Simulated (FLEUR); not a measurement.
# Collinear magnetic orders of Fe2B with FLEUR

Wanted: the moments of Fe2B and the energy of each order that was tried.

Calculated with FLEUR MaX-R8.1; PBEsol; all-electron FLAPW, Dirac cores, scalar-relativistic bands.

Experimental background.

For Fe2B, tetragonal CuAl2-type (quoted from earlier experiment), “Structural transformation and magnetic properties of (Fe0.7Co0.3)2B alloys doped with 5d elements: A combined first-principles and experimental study” (2021, arxiv:2104.13724) quotes earlier work: moment (total moment per 3d atom) about 1.9 μB [rounded literature value quoted in introduction; per 3d atom, temperature not stated].

The database entry behind the starting cell differs from later determinations by our own check (0.1 to 0.3 % short, probably kX units), so it need not match the best structure at ambient conditions.

### Step 1. Starting point

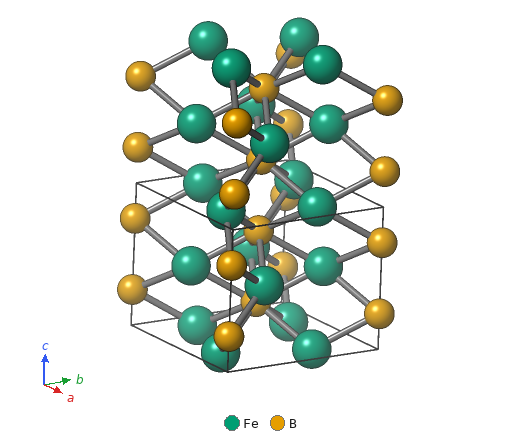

Start, viewed slightly off an axis; iron teal, boron orange. 1×1×2 cells are drawn. This picture shows the conventional cell, with its axes. Some periodic images of atoms are drawn too.

Structure file:

```cif
data_structure
_symmetry_space_group_name_H-M 'I4/mcm'
_symmetry_Int_Tables_number 140
_cell_length_a 5.0990
_cell_length_b 5.0990
_cell_length_c 4.2400
_cell_angle_alpha 90.000
_cell_angle_beta 90.000
_cell_angle_gamma 90.000
_cell_volume 110.24
loop_
_atom_site_label
_atom_site_type_symbol
_atom_site_symmetry_multiplicity
_atom_site_Wyckoff_symbol
_atom_site_fract_x
_atom_site_fract_y
_atom_site_fract_z
_atom_site_occupancy
Fe1 Fe 8 h 0.66700 0.16700 0.00000 1
B1 B 4 a 0.00000 0.00000 0.75000 1
```

### Step 2. Order 1, typed as ferro ++++

The parallel start is the test of whether parallel moments hold.

inpgen writes inp.xml from crystal.txt; cutoffs, mixing, functional, smearing and local orbitals are then set in the file. The k list default-1 (kpts.xml, not shown) is a Γ-centred 8×8×8 mesh; where the ranks do not divide the number of points, some are split in two of half the weight.

Contents of inp.xml:

```
<?xml version="1.0" encoding="UTF-8" standalone="no"?>
<fleurInput fleurInputVersion="0.39">
   <comment>
      Fe2B
   </comment>
   <calculationSetup>
      <cutoffs Kmax="4.0" Gmax="12.0" GmaxXC="12.0" numbands="0"/>
      <scfLoop itmax="90" minDistance="0.00002" maxIterBroyd="15" imix="Anderson" alpha="0.05" precondParam="0.0" spinf="2.0" sdNocoIR="T"/>
      <coreElectrons ctail="T" frcor="F" kcrel="0" coretail_lmax="0"/>
      <xcFunctional name="PBEs" relativisticCorrections="F"/>
      <magnetism jspins="2"/>
      <soc l_soc="F" theta="0.0" phi="0.0" spav="F"/>
      <expertModes spex="0" secvar="F"/>
      <geometryOptimization l_f="F" forcealpha="1.0" forcemix="BFGS" epsdisp="0.00001" epsforce="0.00001"/>
      <ldaU l_linMix="F" mixParam="0.05" spinf="1.0"/>
   </calculationSetup>
   <cell>
      <bzIntegration valenceElectrons="70.0" mode="hist" fermiSmearingEnergy="0.00183747">
         <kPointListSelection listName="default-1"/>
         <xi:include xmlns:xi="http://www.w3.org/2001/XInclude" href="kpts.xml"> </xi:include>
      </bzIntegration>
      <xi:include xmlns:xi="http://www.w3.org/2001/XInclude" href="sym.xml"> </xi:include>
      <bulkLattice scale="1.0">
         <bravaisMatrix>
            <row-1>   -4.8178567546676998     4.8178567546676998     4.0062193841519997</row-1>
            <row-2>    4.8178567546676998    -4.8178567546676998     4.0062193841519997</row-2>
            <row-3>    4.8178567546676998     4.8178567546676998    -4.0062193841519997</row-3>
         </bravaisMatrix>
      </bulkLattice>
   </cell>
   <atomSpecies>
      <species name="Iron (Fe) 2.801" element="Fe" atomicNumber="26">
         <mtSphere radius="2.05" gridPoints="677" logIncrement="0.018"/>
         <atomicCutoffs lmax="8" lnonsphr="6"/>
         <electronConfig flipSpins="F">
            <coreConfig>(1s1/2) (2s1/2) (2p1/2) (2p3/2)</coreConfig>
            <valenceConfig>(3s1/2) (3p1/2) (3p3/2) (4s1/2) (3d3/2) (3d5/2)</valenceConfig>
            <stateOccupation state="(3d3/2)" spinUp="1.4005" spinDown="0.9995"/>
            <stateOccupation state="(3d5/2)" spinUp="3.0" spinDown="0.6"/>
         </electronConfig>
         <energyParameters s="4" p="4" d="3" f="4"/>
         <lo type="SCLO" l="0" n="3" eDeriv="0"/>
         <lo type="SCLO" l="1" n="3" eDeriv="0"/>
      </species>
      <species name="Boron (B)" element="B" atomicNumber="5">
         <mtSphere radius="1.95" gridPoints="645" logIncrement="0.016"/>
         <atomicCutoffs lmax="8" lnonsphr="6"/>
         <electronConfig flipSpins="F">
            <coreConfig>(1s1/2)</coreConfig>
            <valenceConfig>(2s1/2) (2p1/2) (2p3/2)</valenceConfig>
            <stateOccupation state="(2p1/2)" spinUp="0.166667" spinDown="0.166667"/>
            <stateOccupation state="(2p3/2)" spinUp="0.333333" spinDown="0.333333"/>
         </electronConfig>
         <energyParameters s="2" p="2" d="3" f="4"/>
      </species>
   </atomSpecies>
   <atomGroups>
      <atomGroup species="Iron (Fe) 2.801">
         <relPos label="                   1">.1670000000 -.3330000000 -.1660000000</relPos>
         <relPos label="                   2">.3330000000 .1670000000 1.000/2.000</relPos>
         <relPos label="                   3">-.1670000000 .3330000000 .1660000000</relPos>
         <relPos label="                   4">-.3330000000 -.1670000000 1.000/2.000</relPos>
         <force calculate="T" relaxXYZ="TTT"/>
      </atomGroup>
      <atomGroup species="Boron (B)">
         <relPos label="                   5">-1.000/4.000 -1.000/4.000 .0000000000</relPos>
         <relPos label="                   6">1.000/4.000 1.000/4.000 .0000000000</relPos>
         <force calculate="T" relaxXYZ="TTT"/>
      </atomGroup>
   </atomGroups>
   <output dos="F" band="F" slice="F">
      <bandDOS minEnergy="-.5*Htr" maxEnergy="0.5*Htr" sigma="0.015" storeEVData="T"/>
      <plotting iplot="0" polar="F">
         <plot TwoD="T" vec1="  1.0  0.0  0.0" vec2="  0.0  1.0  0.0" vec3="  0.0  0.0  1.0" zero="  0.0  0.0  0.0" file="plot"/>
      </plotting>
      <moessbauerParams electricFieldGradient="F" isomerShift="F" coreHyperfine="F" valenceHyperfine="F"/>
   </output>
</fleurInput>
```

Contents of crystal.txt:

```
Fe2B
&input film=F cartesian=F /
-2.54950000000  2.54950000000  2.12000000000
2.54950000000  -2.54950000000  2.12000000000
2.54950000000  2.54950000000  -2.12000000000
1.8897261246
1.0 1.0 1.0

6
26 0.16700000000  0.66700000000  0.83400000000 : 2.801
26 0.33300000000  0.16700000000  0.50000000000 : 2.801
26 0.83300000000  0.33300000000  0.16600000000 : 2.801
26 0.66700000000  0.83300000000  0.50000000000 : 2.801
5 0.75000000000  0.75000000000  0.00000000000
5 0.25000000000  0.25000000000  0.00000000000

&kpt div1=8 div2=8 div3=8 gamma=T /
```

Command:

```bash
$ OMP_NUM_THREADS=1 inpgen -f crystal.txt > inpgen.log  # inp.xml is then edited as shown
$ OMP_NUM_THREADS=1 mpirun -n 4 fleur_MPI > fleur.log
```

The program printed:

```text
Welcome to FLEUR        (www.flapw.de)
      MaX-Release 8.1          (www.max-centre.eu)

 ========== k-point set info ==========
 Selected k-point list: default-1
 k-point list type: mesh
 0 x 0 x 0
 Number of k points: 60

 ------------Calculation Setup---------------------------
 Number of MPI-tasks      :            4
 Number of PE/node        :            4
 Number of OMP-threads    :            1
 k-points in parallel     :            4
 pe's per k-point         :            1
 No of k-point loops      :           15
 Eigenvalue solver        :       lapack
 Number of basis functions:          457
 Approximate size of matrices (H+S) per k-point:         0.003 GB
 --------------------------------------------------------
Nuclear radius smaller than smallest radial mesh point for atom type 2 -- skipping its core isomer shift
 Iteration:     1   Distance:      19.65533353 me/bohr^3
Nuclear radius smaller than smallest radial mesh point for atom type 2 -- skipping its core isomer shift
 Iteration:     2   Distance:      15.41571014 me/bohr^3
Nuclear radius smaller than smallest radial mesh point for atom type 2 -- skipping its core isomer shift
 Iteration:     3   Distance:       9.57133227 me/bohr^3
Nuclear radius smaller than smallest radial mesh point for atom type 2 -- skipping its core isomer shift
 Iteration:     4   Distance:       9.64025458 me/bohr^3
Nuclear radius smaller than smallest radial mesh point for atom type 2 -- skipping its core isomer shift
 Iteration:     5   Distance:       4.37950407 me/bohr^3
Nuclear radius smaller than smallest radial mesh point for atom type 2 -- skipping its core isomer shift
 Iteration:     6   Distance:       4.05960468 me/bohr^3
Nuclear radius smaller than smallest radial mesh point for atom type 2 -- skipping its core isomer shift
 Iteration:     7   Distance:       2.28085480 me/bohr^3
Nuclear radius smaller than smallest radial mesh point for atom type 2 -- skipping its core isomer shift
 Iteration:     8   Distance:       1.96648643 me/bohr^3
Nuclear radius smaller than smallest radial mesh point for atom type 2 -- skipping its core isomer shift
 Iteration:     9   Distance:       1.52467603 me/bohr^3
Nuclear radius smaller than smallest radial mesh point for atom type 2 -- skipping its core isomer shift
 Iteration:    10   Distance:       0.79106329 me/bohr^3
Nuclear radius smaller than smallest radial mesh point for atom type 2 -- skipping its core isomer shift
 Iteration:    11   Distance:       0.54253364 me/bohr^3
Nuclear radius smaller than smallest radial mesh point for atom type 2 -- skipping its core isomer shift
 Iteration:    12   Distance:       0.16197350 me/bohr^3
Nuclear radius smaller than smallest radial mesh point for atom type 2 -- skipping its core isomer shift
 Iteration:    13   Distance:       0.04542899 me/bohr^3
Nuclear radius smaller than smallest radial mesh point for atom type 2 -- skipping its core isomer shift
 Iteration:    14   Distance:       0.03017048 me/bohr^3
Nuclear radius smaller than smallest radial mesh point for atom type 2 -- skipping its core isomer shift
 Iteration:    15   Distance:       0.01047089 me/bohr^3
Nuclear radius smaller than smallest radial mesh point for atom type 2 -- skipping its core isomer shift
 Iteration:    16   Distance:       0.00970116 me/bohr^3
Nuclear radius smaller than smallest radial mesh point for atom type 2 -- skipping its core isomer shift
 Iteration:    17   Distance:       0.00427798 me/bohr^3
Nuclear radius smaller than smallest radial mesh point for atom type 2 -- skipping its core isomer shift
 Iteration:    18   Distance:       0.00197543 me/bohr^3
Nuclear radius smaller than smallest radial mesh point for atom type 2 -- skipping its core isomer shift
 Iteration:    19   Distance:       0.00074537 me/bohr^3
Nuclear radius smaller than smallest radial mesh point for atom type 2 -- skipping its core isomer shift
 Iteration:    20   Distance:       0.00049670 me/bohr^3
Nuclear radius smaller than smallest radial mesh point for atom type 2 -- skipping its core isomer shift
 Iteration:    21   Distance:       0.00053795 me/bohr^3
Nuclear radius smaller than smallest radial mesh point for atom type 2 -- skipping its core isomer shift
 Iteration:    22   Distance:       0.00016634 me/bohr^3
Nuclear radius smaller than smallest radial mesh point for atom type 2 -- skipping its core isomer shift
 Iteration:    23   Distance:       0.00003178 me/bohr^3
Nuclear radius smaller than smallest radial mesh point for atom type 2 -- skipping its core isomer shift
 Iteration:    24   Distance:       0.00000966 me/bohr^3

 ********************************************************************
 Run finished successfully
 Stop message:
   all done
 ********************************************************************

--- out.xml (last complete iteration) ---
<iteration numberForCurrentRun="   24" overallNumber="   24">
         <energyParameters units="Htr">
            <atomicEP atomType="1" spin="1" branch="4s" branchLowest="-2.78" branchHighest="2.75" value="0.1950162752"/>
            <atomicEP atomType="1" spin="1" branch="4p" branchLowest="-1.51" branchHighest="3.39" value="0.3200569335"/>
            <atomicEP atomType="1" spin="1" branch="3d" branchLowest="-9.99" branchHighest="0.55" value="0.3229387811"/>
            <atomicEP atomType="1" spin="1" branch="4f" branchLowest="-9.99" branchHighest="4.25" value="0.6277882170"/>
            <loAtomicEP atomType="1" spin="1" branch="3s" branchLowest="-29.43" branchHighest="-2.78" value="-2.8015948838"/>
            <loAtomicEP atomType="1" spin="1" branch="3p" branchLowest="-24.98" branchHighest="-1.51" value="-1.5595379803"/>
            <atomicEP atomType="2" spin="1" branch="2s" branchLowest="-5.92" branchHighest="1.27" value="0.1003368928"/>
            <atomicEP atomType="2" spin="1" branch="2p" branchLowest="-9.99" branchHighest="1.31" value="0.2774716588"/>
            <atomicEP atomType="2" spin="1" branch="3d" branchLowest="-9.99" branchHighest="3.56" value="0.5007944743"/>
            <atomicEP atomType="2" spin="1" branch="4f" branchLowest="-9.99" branchHighest="5.81" value="0.6617486315"/>
            <atomicEP atomType="1" spin="2" branch="4s" branchLowest="-2.69" branchHighest="2.82" value="0.2087781991"/>
            <atomicEP atomType="1" spin="2" branch="4p" branchLowest="-1.42" branchHighest="3.46" value="0.3316232478"/>
            <atomicEP atomType="1" spin="2" branch="3d" branchLowest="-9.99" branchHighest="0.63" value="0.3755983234"/>
            <atomicEP atomType="1" spin="2" branch="4f" branchLowest="-9.99" branchHighest="4.31" value="0.6375797616"/>
            <loAtomicEP atomType="1" spin="2" branch="3s" branchLowest="-29.39" branchHighest="-2.69" value="-2.7192167525"/>
            <loAtomicEP atomType="1" spin="2" branch="3p" branchLowest="-24.95" branchHighest="-1.42" value="-1.4792281979"/>
            <atomicEP atomType="2" spin="2" branch="2s" branchLowest="-5.92" branchHighest="1.25" value="0.0896396816"/>
            <atomicEP atomType="2" spin="2" branch="2p" branchLowest="-9.99" branchHighest="1.30" value="0.2674491769"/>
            <atomicEP atomType="2" spin="2" branch="3d" branchLowest="-9.99" branchHighest="3.55" value="0.4916506964"/>
            <atomicEP atomType="2" spin="2" branch="4f" branchLowest="-9.99" branchHighest="5.79" value="0.6526461858"/>
         </energyParameters>
         <bandgap value="0.0098775058" units="eV"/>
         <sumValenceSingleParticleEnergies value="-46.8811819637" units="Htr"/>
         <FermiEnergy value="0.4291846042" units="Htr"/>
         <valenceDensity>
            <mtCharges spin="1">
               <mtCharge atomType="1" total="8.1202396" s="1.1217152" p="3.1184959" d="3.8703987" f="0.0080507"/>
               <mtCharge atomType="2" total="1.1384190" s="0.4063583" p="0.6581905" d="0.0585525" f="0.0117073"/>
            </mtCharges>
            <mtCharges spin="2">
               <mtCharge atomType="1" total="6.1929217" s="1.1197870" p="3.1271903" d="1.9371645" f="0.0075454"/>
               <mtCharge atomType="2" total="1.2664313" s="0.4332908" p="0.7686004" d="0.0541614" f="0.0083975"/>
            </mtCharges>
            <spinDependentCharge spin="1" total="38.6867912" interstitial="3.9289947" mtSpheres="34.7577965"/>
            <spinDependentCharge spin="2" total="31.3132088" interstitial="4.0086592" mtSpheres="27.3045495"/>
            <totalCharge value="70.0000000000"/>
         </valenceDensity>
         <coreStates atomType="     1" atomicNumber=" 26" spin="1" kinEnergy="    573.9240244477" eigValSum="   -360.5771958232" lostElectrons=" 0.000000">
            <state n="1" l="0" j="0.5" energy="-256.2055488059" weight="1.0000000000"/>
            <state n="2" l="0" j="0.5" energy="-29.4260676620" weight="1.0000000000"/>
            <state n="2" l="1" j="0.5" energy="-25.2868789466" weight="1.0000000000"/>
            <state n="2" l="1" j="1.5" energy="-24.8293502043" weight="2.0000000000"/>
         </coreStates>
         <coreStates atomType="     1" atomicNumber=" 26" spin="2" kinEnergy="    574.3133538795" eigValSum="   -360.4518049746" lostElectrons=" 0.000000">
            <state n="1" l="0" j="0.5" energy="-256.2056729100" weight="1.0000000000"/>
            <state n="2" l="0" j="0.5" energy="-29.3877663439" weight="1.0000000000"/>
            <state n="2" l="1" j="0.5" energy="-25.2583624299" weight="1.0000000000"/>
            <state n="2" l="1" j="1.5" energy="-24.8000016454" weight="2.0000000000"/>
         </coreStates>
         <coreStates atomType="     2" atomicNumber="  5" spin="1" kinEnergy="     10.7839591474" eigValSum="     -5.9180779618" lostElectrons=" 0.000013">
            <state n="1" l="0" j="0.5" energy="-5.9180779618" weight="1.0000000000"/>
         </coreStates>
         <coreStates atomType="     2" atomicNumber="  5" spin="2" kinEnergy="     10.7793425105" eigValSum="     -5.9209126341" lostElectrons=" 0.000013">
            <state n="1" l="0" j="0.5" energy="-5.9209126341" weight="1.0000000000"/>
         </coreStates>
         <allElectronCharges>
            <spinDependentCharge spin="1" total="60.6867912" interstitial="3.9290187" mtSpheres="56.7577725"/>
            <spinDependentCharge spin="2" total="53.3132088" interstitial="4.0086834" mtSpheres="49.3045253"/>
            <totalCharge value="113.9999999911"/>
         </allElectronCharges>
         <magneticMomentsInMTSpheres units="muBohr">
            <globalMagMoment atomType="1" vec="0.00000   0.00000   1.92732"/>
            <localMagMoment atomType="1" vec="0.00000   0.00000   1.92732"/>
            <globalMagMoment atomType="2" vec="0.00000   0.00000  -0.12801"/>
            <localMagMoment atomType="2" vec="0.00000   0.00000  -0.12801"/>
         </magneticMomentsInMTSpheres>
         <moessbauerParams unitsHFF="kG" unitsIS="e/bohr^3" unitsEFG="Htr/bohr^2">
         </moessbauerParams>
         <totalEnergy value="    -5136.0964125428" units="Htr">
            <sumOfEigenvalues value="    -2954.6751663464">
               <coreElectrons value="-2907.7939843827"/>
               <valenceElectrons value="-46.8811819637"/>
            </sumOfEigenvalues>
            <densityCoulombPotentialIntegral value="-7861.9984617163"/>
            <densityEffectivePotentialIntegral value="-8159.1302216901"/>
            <chargeDenXCDenIntegral value="-226.9357725488"/>
            <FockExchangeEnergyValence value="0.0000000000"/>
            <FockExchangeEnergyCore value="0.0000000000"/>
            <atomTypeDependentContributions atomType="1">
               <electronNucleiInteractionDifferentMTs value="6063.3736913080"/>
               <MadelungTerm value="-59.3656665272"/>
            </atomTypeDependentContributions>
            <atomTypeDependentContributions atomType="2">
               <electronNucleiInteractionDifferentMTs value="56.6149437434"/>
               <MadelungTerm value="-3.2621629009"/>
            </atomTypeDependentContributions>
            <tkbTimesEntropy value="0.0013615624"/>
            <freeEnergy value="-5136.0977741052"/>
            <extrapolationTo0K value="-5136.0970933240"/>
         </totalEnergy>
         <densityConvergence units="me/bohr^3">
            <chargeDensity spin="1" distance="0.0000047234"/>
            <chargeDensity spin="2" distance="0.0000066272"/>
            <overallChargeDensity distance="0.0000062564"/>
            <spinDensity distance="0.0000096600"/>
         </densityConvergence>
      </iteration>
```

Run time: 63 s. Hardware: 4 MPI ranks of Intel Xeon Platinum 8375C at 2.90GHz (Ice Lake), shared host; peak memory 0.29 GiB.

Spin moment in the muffin-tin sphere by atom:

```csv
atom,spin moment in the muffin-tin sphere (μB)
Fe1,1.93
Fe2,1.93
Fe3,1.93
Fe4,1.93
B5,-0.13
B6,-0.13
```

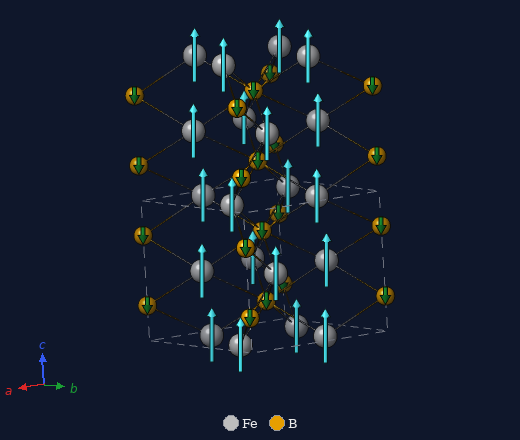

Spin moment in the muffin-tin sphere as arrows, the longest 1.93 μB. Up and down stand for the sign. Arrows give size and sign along the axis of quantisation, drawn up and down the page. Each arrow also spans its atom, so small moments look longer than they are. The two directions have two colours. 1×1×2 conventional cells are drawn. Some periodic images of atoms are drawn too.

This step gave:

| Property | Result |
| --- | --- |
| free energy | -139760.3403 eV |
| program's band gap on this mesh (in a metal only a level spacing) | 0.009878 eV |
| magnetization | 7.374 μB |
| final state | ferromagnetic, with opposed induced moments |

After 24 cycles the largest moment stands at 1.93 μB.

[end of part 1 of 2]

[Logs and program files are shortened in this print: banners, set-up blocks, solver, clock and traceback lines can be left out without a mark of their own.]

[Logs are printed without paths, hosts, clocks, repeated set-up lines and the standing remarks that a program may print on its own settings, such as how far it seeks lower states.]

[Hosts, paths, dates, database ids (printed as entryN), source tags and the programs' standing remarks are cut or masked in the printed files.]

[Where a cell is said to come from a database of computed structures, the database is the Materials Project.]
